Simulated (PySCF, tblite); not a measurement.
**C2H6BCl2Si radical: geometry, infrared bands and EPR parameters**

Wanted: the infrared bands and EPR parameters of C2H6BCl2Si radical (`[CH2][Si@H](C)B(Cl)Cl`), by calculation.

The runs use tblite 0.8.0 and PySCF 2.14.0, with density-fitted response routines of our own; the level of theory stands in each step. All values are computed, except where a source is named. Atoms count from 0, in the outputs and in this text.

## Step 1: The starting structure

12 atoms, charge 0, multiplicity 2; geometry from: force field or distance geometry start.

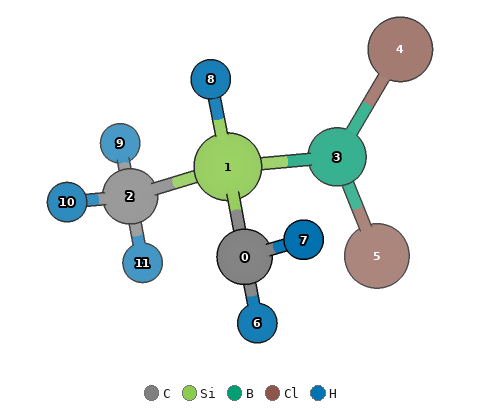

As it starts; carbon grey, silicon green, boron teal, chlorine brown, hydrogen blue, atoms numbered.

## Step 2: Geometry optimisation with GFN2-xTB

What the job is given:

```
{"job": {"kind": "relax", "xc": "GFN2-xTB", "basis": "xTB"}, "charge": 0, "multiplicity": 2}
C     -0.803500     1.721500    -0.203300
Si     0.115100     0.146600    -0.547400
C     -1.020300    -1.317700    -0.327900
B      1.593900    -0.009800     0.703500
Cl     3.323500    -0.117900     0.094100
Cl     1.258500    -0.073300     2.521200
H     -1.209100     1.710400     0.829400
H     -0.121300     2.593700    -0.317500
H      0.646800     0.159500    -1.910800
H     -0.478500    -2.255200    -0.524400
H     -1.874400    -1.226100    -1.049600
H     -1.429500    -1.332300     0.706600
```

Run with:

```
> OMP_NUM_THREADS=1 python probes_run.py task.json out
```

The driver reads the jobs from task.json and runs them one after another.

**Question.** This job is followed by: GFN2-xTB harmonic vibrations, gas phase; UKS B3LYP, pcH-1 on B C Cl H Si, non-relativistic, mean-field spin-orbit, GIAO. Predict these results of the whole session: strongest single infrared mode (GFN2-xTB); zero-point energy (GFN2-xTB); g(iso) (B3LYP); ⟨S²⟩; largest a(iso) (averaged by class); potential on the surface of density 0.002 e/bohr³, 1st and 99th percentile.

As calculated:

| quantity | value |
| --- | --- |
| strongest single infrared mode (GFN2-xTB) | 2181 cm⁻¹, 313 km/mol |
| zero-point energy (GFN2-xTB) | 46.1 kcal/mol |
| g(iso) (B3LYP) | 2.00379 |
| ⟨S²⟩ | 0.756 (exact 0.75) |
| largest a(iso) (averaged by class) | 13C on C0, 83.4 MHz |
| potential on the surface of density 0.002 e/bohr³, 1st and 99th percentile | -0.37 V and 1.09 V |

Relaxing lowered the energy by 0.678 eV in 93 steps; the close pair that moved most is B3–Cl5, from 1.849 to 1.719 Å. No mode is imaginary among the 30: a minimum at this level. The strongest single mode, at 2181 cm⁻¹, moves mainly H8. GFN2-xTB is a fitted tight-binding method: band positions and strengths are rough. Its intensities can rank the bands wrongly. C0 carries the largest spin population, 1.01 e. The isotropic g lies 1.5 ppt above the free-electron value. The conformer search found further structures of the same energy, which may be mirror or relabelled copies of this one.
